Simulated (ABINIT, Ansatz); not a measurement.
# A GW run on Sr3SbN (Pm-3m) in ABINIT, with inputs changed

A base run on Sr3SbN (Pm-3m), then changed inputs.

Program: ABINIT 10.8.3. Level of theory: LDA and many-body steps on it, plane waves. Results are calculated unless marked as measured.

## 1. The starting structure

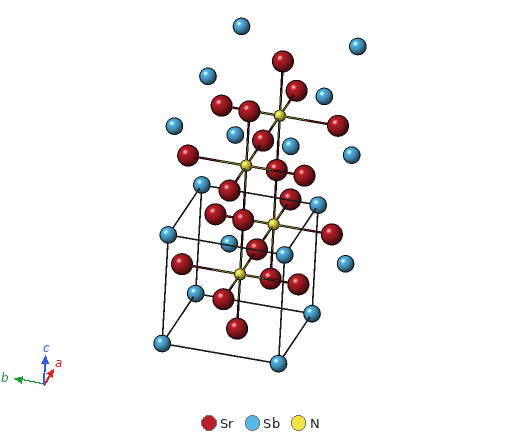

Start, viewed from a free direction; strontium red, antimony blue, nitrogen yellow. 2×1×2 cells are drawn. Some periodic images of atoms are drawn too.

The cell and positions are those that the Materials Project relaxed with its own functionals (PBE, PBE+U or r2SCAN), kept fixed. Spin-orbit coupling is left out unless a step names it.

## 2. Screening, 2×2×2 mesh, 199 bands, screening to 141.5 eV

This step: ABINIT 10.8.3; RPA screening on LDA, plane waves, norm-conserving pseudopotentials.

The RPA dielectric matrix is built and inverted for each q.

File run.abi:

```
acell 3*1.0 Angstrom
rprim 
  5.194965140000 0.000000000000 0.000000000000
  0.000000000000 5.194965140000 0.000000000000
  0.000000000000 0.000000000000 5.194965140000
ntypat 3
znucl 38 51 7
natom 5
typat 1 1 1 2 3
xred 
  0.000000000000 0.500000000000 0.500000000000
  0.500000000000 0.500000000000 0.000000000000
  0.500000000000 0.000000000000 0.500000000000
  0.000000000000 0.000000000000 0.000000000000
  0.500000000000 0.500000000000 0.500000000000
pp_dirpath "pseudos"
pseudos "Sr.upf, Sb.upf, N.upf"
ecut 40
ngkpt 2 2 2
nshiftk 1
shiftk 0 0 0
kptopt 1
chksymbreak 0
istwfk *1
occopt 1
irdwfk 1
optdriver 3
nband 199
ecuteps 5.2
inclvkb 2
awtr 1
symchi 1
indata_prefix "in"
outdata_prefix "out"
tmpdata_prefix "tmp"
```

The run is started by

```console
$ OMP_NUM_THREADS=1 mpirun -n 4 abinit run.abi > log
```

What it wrote:

```text
.Version 10.8.3 of ABINIT. v10.8.2 released Aug 2026.

 Symmetries : space group Pm -3 m (#221); Bravais cP (primitive cubic)
[... echo of the input left out ...]
== DATASET  1 ==================================================================
-   mpi_nproc: 4, omp_nthreads: 1 (-1 if OMP is not activated)

--- !DatasetInfo
iteration_state: {dtset: 1, }
dimensions: {natom: 5, nkpt: 4, mband: 199, nsppol: 1, nspinor: 1, nspden: 1, mpw: 11536, }
cutoff_energies: {ecut:  40.0, pawecutdg:  -1.0, }
electrons: {nelect:   5.80000000E+01, charge:   0.00000000E+00, occopt:   1.00000000E+00, tsmear:   1.00000000E-02, }

 SCREENING: Calculation of the susceptibility and dielectric matrices

 Based on a program developped by R.W. Godby, V. Olevano, G. Onida, and L. Reining.
 Incorporated in ABINIT by V. Olevano, G.-M. Rignanese, and M. Torrent.
.Using double precision arithmetic ; gwpc =  8

[... cell and pseudopotentials left out ...]
--------------------------------------------------------------------------------

 ==== K-mesh for the wavefunctions ====
 Number of points in the irreducible wedge :     4
[... list of points left out ...]
 Together with 48 symmetry operations and time-reversal symmetry
 yields     8 points in the full Brillouin Zone.

 ==== Q-mesh for the screening function ====
 Number of points in the irreducible wedge :     4
[... list of points left out ...]
 Together with 48 symmetry operations and time-reversal symmetry
 yields     8 points in the full Brillouin Zone.

 setmesh: FFT mesh size selected  =    40x   40x   40
          total number of points  =        64000

 vcoul_init : cutoff-mode = AUXILIARY_FUNCTION
 q-points for optical limit:   1
     1)      0.000010    0.000020    0.000030

- screening: taking advantage of time-reversal symmetry
- Maximum band index for partially occupied states nbvw = 29
- Remaining bands to be divided among processors   nbcw = 170
- Number of bands treated by each node ~42

 Number of electrons calculated from density =   58.0000; Expected =   58.0000
 average of density, n =  0.061303
 r_s =    1.5733
 omega_plasma =   23.8835 [eV]

 calculating chi0 at frequencies [eV] :
  1    0.000000E+00    0.000000E+00
  2    0.000000E+00    2.388347E+01

--------------------------------------------------------------------------------
  q-point number  1        q = ( 0.000000, 0.000000, 0.000000) [r.l.u.]
--------------------------------------------------------------------------------
[... chi0 elements left out ...]
 For q-point:  0.000010 0.000020 0.000030
  dielectric constant = 186.7254
  dielectric constant without local fields = 215.2916

  Average fulfillment of the sum rule on Im[epsilon] for q-point    1 :     66.66  [%]
[... wings left out ...]
  q-point number  2        q = ( 0.500000, 0.000000, 0.000000) [r.l.u.]
--------------------------------------------------------------------------------
[... chi0 elements left out ...]
  Average fulfillment of the sum rule on Im[epsilon] for q-point    2 :     71.57  [%]

 [... 2 further q-points ...]
```

Run time: 79 s. Hardware: 4 MPI ranks of Arm Neoverse V1, shared host; peak memory 2 GiB; 5.3 min of CPU time.

This step gave:

* ε∞ with local fields, on this mesh, along the program's q direction: 186.7
* the same without local fields: 215.3
* plasma frequency: 23.88 eV
* plane waves in the screening matrix: 515

Local fields lower ε∞ by 13 %. The value itself is an artefact of the mesh, where one narrow direct gap carries too much weight.

## 3. Base

The self-energy is evaluated for the states that the input lists, and the levels follow from it, in one-shot runs by the linearised quasiparticle equation.

This step: G0W0 on LDA, plane waves, norm-conserving pseudopotentials.

run.abi: that of step 2 with these lines changed.

```diff
@@ -26,8 +26,15 @@
 irdwfk 1
-optdriver 3
+optdriver 4
 nband 199
+gwcalctyp 0
+ecutsigx 40
+symsigma 1
+nkptgw 1
+kptgw 
+  0.0000000000 0.0000000000 0.0000000000
+bdgw 
+  27 31
 ecuteps 5.2
-inclvkb 2
-awtr 1
-symchi 1
+irdscr 1
+ppmodel 1
 indata_prefix "in"
```

What it wrote:

```text
.Version 10.8.3 of ABINIT. v10.8.2 released Aug 2026.

 Symmetries : space group Pm -3 m (#221); Bravais cP (primitive cubic)
[... echo of the input left out ...]
== DATASET  1 ==================================================================
-   mpi_nproc: 4, omp_nthreads: 1 (-1 if OMP is not activated)

--- !DatasetInfo
iteration_state: {dtset: 1, }
dimensions: {natom: 5, nkpt: 4, mband: 199, nsppol: 1, nspinor: 1, nspden: 1, mpw: 11536, }
cutoff_energies: {ecut:  40.0, pawecutdg:  -1.0, }
electrons: {nelect:   5.80000000E+01, charge:   0.00000000E+00, occopt:   1.00000000E+00, tsmear:   1.00000000E-02, }

 SIGMA: Calculation of the GW corrections

 Based on a program developped by R.W. Godby, V. Olevano, G. Onida, and L. Reining.
 Incorporated in ABINIT by V. Olevano, G.-M. Rignanese, and M. Torrent.
.Using double precision arithmetic ; gwpc =  8

[... cell and pseudopotentials left out ...]
--------------------------------------------------------------------------------

 ==== K-mesh for the wavefunctions ====
 Number of points in the irreducible wedge :     4
[... list of points left out ...]
 Together with 48 symmetry operations and time-reversal symmetry
 yields     8 points in the full Brillouin Zone.

 ==== Q-mesh for screening function ====
 Number of points in the irreducible wedge :     4
[... list of points left out ...]
 Together with 48 symmetry operations and time-reversal symmetry
 yields     8 points in the full Brillouin Zone.

 vcoul_init : cutoff-mode = AUXILIARY_FUNCTION
 q-points for optical limit:   1
     1)      0.000010    0.000020    0.000030
 setmesh: FFT mesh size selected  =    60x   60x   60
          total number of points  =       216000

 Number of electrons calculated from density =   58.0000; Expected =   58.0000
 average of density, n =  0.061303
 r_s =    1.5733
 omega_plasma =   23.8835 [eV]

 === KS Band Gaps ===
  >>>> For spin  1
   Minimum direct gap =   0.2503 [eV], located at k-point      :   0.0000  0.0000  0.0000
   Fundamental gap    =   0.2503 [eV], Top of valence bands at :   0.0000  0.0000  0.0000
                                       Bottom of conduction at :   0.0000  0.0000  0.0000
 SIGMA fundamental parameters:
 PLASMON POLE MODEL  1
 number of plane-waves for SigmaX                11459
 number of plane-waves for SigmaC and W            515
 number of plane-waves for wavefunctions         11459
 number of bands                                   199
 number of independent spin polarizations            1
 number of spinorial components                      1
 number of k-points in IBZ                           4
 number of q-points in IBZ                           4
 number of symmetry operations                      48
 number of k-points in BZ                            8
 number of q-points in BZ                            8
 number of frequencies for dSigma/dE                 9
 frequency step for dSigma/dE [eV]                0.25
 number of omega for Sigma on real axis              0
 max omega for Sigma on real axis  [eV]           0.00
 zcut for avoiding poles [eV]                     0.10

 EPSILON^-1 parameters (SCR file):
 dimension of the eps^-1 matrix on file            515
 dimension of the eps^-1 matrix used               515
 number of plane-waves for wavefunctions         11459
 number of bands                                   199
 number of q-points in IBZ                           4
 number of frequencies                               2
 number of real frequencies                          1
 number of imag frequencies                          1

 matrix elements of self-energy operator (all in [eV])

 Perturbative Calculation

--- !SelfEnergy_ee
iteration_state: {dtset: 1, }
kpoint     : [   0.000,    0.000,    0.000, ]
spin       : 1
KS_gap     :    0.250
QP_gap     :    0.454
Delta_QP_KS:    0.204
data: !SigmaeeData |
     Band     E0 <VxcDFT>   SigX SigC(E0)      Z dSigC/dE  Sig(E)    E-E0       E
       27   6.668 -14.898 -17.593   2.974   0.748  -0.337 -14.689   0.210   6.877
       28   6.668 -14.898 -17.593   2.974   0.748  -0.337 -14.689   0.210   6.877
       29   6.668 -14.898 -17.593   2.974   0.748  -0.337 -14.689   0.210   6.877
       30   6.918  -8.573  -4.116  -3.943   0.803  -0.245  -8.159   0.413   7.331
       31   6.918  -8.573  -4.116  -3.943   0.803  -0.245  -8.159   0.413   7.331

== END DATASET(S) ==============================================================
================================================================================

 -outvars: echo values of variables after computation  --------
           etotal      0.0000000000E+00
            nband         199
             nkpt           4
          spgroup         221
 [... the other variables as echoed above ...]

 Calculation completed.
```

Elapsed: 18 s, on 4 MPI ranks; peak memory 1.6 GiB; 71 s of CPU time.

Numbers from this step:

| Quantity | Value |
| --- | --- |
| G0W0 gap on the points computed | 0.4540 eV |
| starting gap on the mesh | 0.2503 eV |
| k of the valence top | 0, 0, 0 |
| k of the conduction bottom | 0, 0, 0 |
| Z at the valence top | 0.748 |
| Z at the conduction bottom | 0.803 |
| least direct G0W0 gap on the computed points | 0.4540 eV |

The gap on the mesh goes from 0.25 eV to 0.45 eV, a correction of +0.20 eV.

## 4. No symmetry in the self-energy

run.abi: that of step 3 with these lines changed.

```diff
@@ -30,3 +30,3 @@
 ecutsigx 40
-symsigma 1
+symsigma 0
 nkptgw 1
```

What it wrote:

```text
.Version 10.8.3 of ABINIT. v10.8.2 released Aug 2026.

 Symmetries : space group Pm -3 m (#221); Bravais cP (primitive cubic)
[... echo of the input left out ...]
== DATASET  1 ==================================================================
-   mpi_nproc: 4, omp_nthreads: 1 (-1 if OMP is not activated)

--- !DatasetInfo
iteration_state: {dtset: 1, }
dimensions: {natom: 5, nkpt: 4, mband: 199, nsppol: 1, nspinor: 1, nspden: 1, mpw: 11536, }
cutoff_energies: {ecut:  40.0, pawecutdg:  -1.0, }
electrons: {nelect:   5.80000000E+01, charge:   0.00000000E+00, occopt:   1.00000000E+00, tsmear:   1.00000000E-02, }

 SIGMA: Calculation of the GW corrections

 Based on a program developped by R.W. Godby, V. Olevano, G. Onida, and L. Reining.
 Incorporated in ABINIT by V. Olevano, G.-M. Rignanese, and M. Torrent.
.Using double precision arithmetic ; gwpc =  8

[... cell and pseudopotentials left out ...]
--------------------------------------------------------------------------------

 ==== K-mesh for the wavefunctions ====
 Number of points in the irreducible wedge :     4
[... list of points left out ...]
 Together with 48 symmetry operations and time-reversal symmetry
 yields     8 points in the full Brillouin Zone.

 ==== Q-mesh for screening function ====
 Number of points in the irreducible wedge :     4
[... list of points left out ...]
 Together with 48 symmetry operations and time-reversal symmetry
 yields     8 points in the full Brillouin Zone.

 vcoul_init : cutoff-mode = AUXILIARY_FUNCTION
 q-points for optical limit:   1
     1)      0.000010    0.000020    0.000030
 setmesh: FFT mesh size selected  =    60x   60x   60
          total number of points  =       216000

 Number of electrons calculated from density =   58.0000; Expected =   58.0000
[...]
number of q-points in IBZ                           4
 number of symmetry operations                      48
 number of k-points in BZ                            8
 number of q-points in BZ                            8
 number of frequencies for dSigma/dE                 9
 frequency step for dSigma/dE [eV]                0.25
 number of omega for Sigma on real axis              0
 max omega for Sigma on real axis  [eV]           0.00
 zcut for avoiding poles [eV]                     0.10

 EPSILON^-1 parameters (SCR file):
 dimension of the eps^-1 matrix on file            515
 dimension of the eps^-1 matrix used               515
 number of plane-waves for wavefunctions         11459
 number of bands                                   199
 number of q-points in IBZ                           4
 number of frequencies                               2
 number of real frequencies                          1
 number of imag frequencies                          1

 matrix elements of self-energy operator (all in [eV])

 Perturbative Calculation

--- !SelfEnergy_ee
iteration_state: {dtset: 1, }
kpoint     : [   0.000,    0.000,    0.000, ]
spin       : 1
KS_gap     :    0.250
QP_gap     :    0.454
Delta_QP_KS:    0.204
data: !SigmaeeData |
     Band     E0 <VxcDFT>   SigX SigC(E0)      Z dSigC/dE  Sig(E)    E-E0       E
       27   6.668 -14.898 -17.593   2.974   0.748  -0.338 -14.689   0.209   6.877
       28   6.668 -14.898 -17.593   2.975   0.748  -0.337 -14.688   0.210   6.878
       29   6.668 -14.898 -17.593   2.974   0.748  -0.337 -14.689   0.209   6.877
       30   6.918  -8.573  -4.116  -3.943   0.803  -0.245  -8.159   0.413   7.331
       31   6.918  -8.573  -4.116  -3.943   0.803  -0.245  -8.159   0.413   7.331

== END DATASET(S) ==============================================================
================================================================================

 -outvars: echo values of variables after computation  --------
           etotal      0.0000000000E+00
            nband         199
             nkpt           4
          spgroup         221
 [... the other variables as echoed above ...]

 Calculation completed.
```

Elapsed: 32 s, on 4 MPI ranks; peak memory 1.7 GiB.

Numbers from this step:

```
G0W0 gap on the points computed              : 0.4530 eV
starting gap on the mesh                     : 0.2503 eV
k of the valence top                         : 0, 0, 0
k of the conduction bottom                   : 0, 0, 0
Z at the valence top                         : 0.748
Z at the conduction bottom                   : 0.803
least direct G0W0 gap on the computed points : 0.4530 eV
```

Against G0W0 in ABINIT (2×2×2 mesh, 199 bands, screening to 141.5 eV, Godby-Needs plasmon pole), the gap moves by −0.001 eV.

(Part 1 of 2 ends here.)

[Paths, hosts, dates, memory and timing lines, banners, echoed tables and standing remarks are left out of the program output.]

[Logs are printed without paths, hosts, clocks, repeated set-up lines and the standing remarks that a program may print on its own settings, such as how far it seeks lower states.]

[Runs of the session that timed out or met a known fault of the program may be left out.]

[Hosts, paths, dates, database ids (printed as entryN), source tags and the programs' standing remarks are cut or masked in the printed files.]

[G0W0 gaps are taken among the corrected bands and points alone; a level outside them can change the order at an edge.]

[Where Ansatz stands beside ABINIT at settings called matched, ABINIT's density can come from a denser mesh and the files from another edition; pairs whose starting gaps differed by over 0.03 eV were left out, so agreement reads better than it is.]
